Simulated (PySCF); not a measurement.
# Frequency calculation of Ti$_{2}$Cl (charge +1)

The run: frequency calculation of Ti$_{2}$Cl, charge +1, multiplicity 5. Method and program: UKS-based PBE, Cl def2-SVP, Ti def2-SVP; non-relativistic Hamiltonian; density fitting (PySCF 2.14.0).

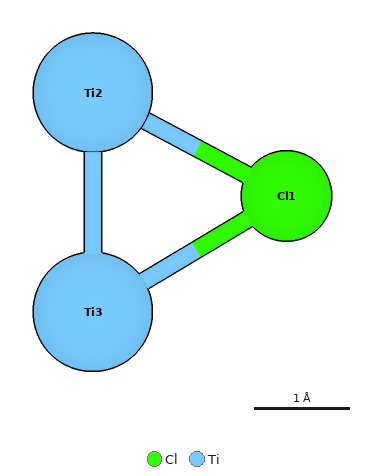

Fig. 1: The structure as given in the input (ball-and-stick view, seen at a tilt; atoms are numbered from 1 in the order of the input). Sticks mark near contacts. Bond lengths as drawn: Cl–Ti 2.39 Å and Ti–Ti 2.34 Å.

## Input
```python
from pyscf import gto, scf, dft
mol = gto.M(atom='''
Cl    -0.000000     0.000000    -1.523877
Ti     1.169051     0.000000     0.555462
Ti    -1.169051     0.000000     0.555462''',
    basis={'Cl': 'def2-SVP', 'Ti': 'def2-SVP'},
    charge=1, spin=4)
mf = dft.UKS(mol, xc='PBE')
mf.grids.atom_grid = (75, 302)
aux = {'Cl': 'def2-universal-JKFIT', 'Ti': 'def2-universal-JKFIT'}
mf = mf.density_fit(auxbasis=aux)
mf.conv_tol = 1e-09
mf.diis_space = 10
mf.max_cycle = 60
mf.verbose = 4
mf.kernel()
```

The script is an equivalent of the set-up of the self-consistent field. The run itself was carried out by a driver, which started from the orbitals of the step before it where there was one and computed the further properties.

Hardware: 2 threads of Arm Neoverse N1, 98 GiB of memory available, shared host.

Run as:
```bash
OMP_NUM_THREADS=2 python axn.py task.json out
```

## Log
```
init E= -2157.85750584524
  alpha nocc = 32  HOMO = -0.313630642527291  LUMO = -0.244178384375246
  beta  nocc = 28  HOMO = -0.324575761208294  LUMO = -0.295830180131812
  HOMO = -0.313630642527  LUMO = -0.295830180132  gap/eV = 0.48438
cycle= 1 E= -2157.85750570695  delta_E= 1.38e-07  |g|= 0.000526  |ddm|= 0.000487
  alpha nocc = 32  HOMO = -0.31363235158954  LUMO = -0.244181224519147
  beta  nocc = 28  HOMO = -0.324576904861881  LUMO = -0.295831857673178
  HOMO = -0.31363235159  LUMO = -0.295831857673  gap/eV = 0.48438
cycle= 2 E= -2157.8573989532  delta_E= 0.000107  |g|= 0.0146  |ddm|= 0.0135
  alpha nocc = 32  HOMO = -0.313631575706982  LUMO = -0.244179283486936
  beta  nocc = 28  HOMO = -0.324576513747235  LUMO = -0.295831172447381
  HOMO = -0.313631575707  LUMO = -0.295831172447  gap/eV = 0.48437
cycle= 3 E= -2157.85750584541  delta_E= -0.000107  |g|= 4.84e-06  |ddm|= 0.013
  alpha nocc = 32  HOMO = -0.313630573902373  LUMO = -0.244178433301645
  beta  nocc = 28  HOMO = -0.324575713294373  LUMO = -0.295830155253624
  HOMO = -0.313630573902  LUMO = -0.295830155254  gap/eV = 0.48437
cycle= 4 E= -2157.85750584543  delta_E= -1.73e-11  |g|= 2.36e-06  |ddm|= 1.35e-05
  alpha nocc = 32  HOMO = -0.313631846553972  LUMO = -0.244179557946728
  beta  nocc = 28  HOMO = -0.324576809548184  LUMO = -0.295831443760325
  HOMO = -0.313631846554  LUMO = -0.29583144376  gap/eV = 0.48437
Extra cycle  E= -2157.85750584531  delta_E= 1.19e-10  |g|= 1.49e-05  |ddm|= 1.98e-05
converged SCF energy = -2157.85750584531  <S^2> = 6.0083779  2S+1 = 5.00335
```

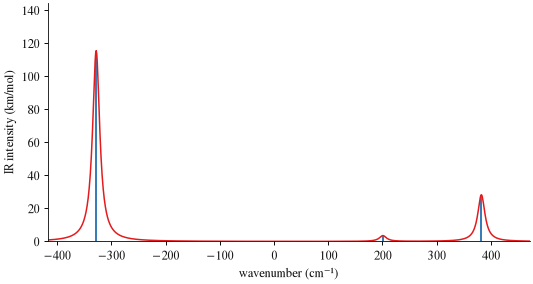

Fig. 2: Harmonic infrared spectrum, unscaled: sticks (degenerate modes added up, dark ones marked on the axis) with a Lorentzian envelope of 16 cm⁻¹ full width, scaled to the tallest stick; imaginary modes are drawn at negative wavenumbers. 3 modes from 328i to 382 cm⁻¹, 1 imaginary beyond 8i (328i cm⁻¹): a first-order saddle point, if the geometry is stationary. The strongest line is at 328i cm⁻¹ (116 km/mol). All modes, in cm⁻¹ (km/mol): 328i (116), 201 (3.5), 382 (28).

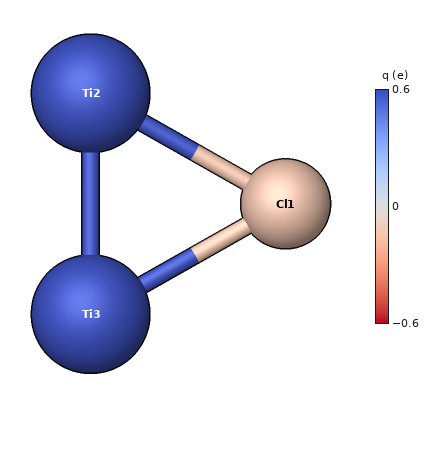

Fig. 3: Mulliken charges, as the colour of each atom (ball-and-stick view, seen on its broad side; atoms are numbered from 1 in the order of the input). By element: Cl −0.14 and Ti +0.57 e.

## Results in brief

| quantity | value |
| --- | --- |
| outcome | converged |
| total energy | −2157.857506 hartree |
| ⟨S²⟩ | 6.008 |
| zero-point energy | 0.001329 hartree |
| wavenumbers, lowest and highest | 328i and 382 cm⁻¹ |
| wall time | 2.5 min (CPU time 4.4 min) |
| peak memory | 0.71 GiB |

## Notes

Checks after the run noted: the SCF density has lower symmetry than the nuclear frame.
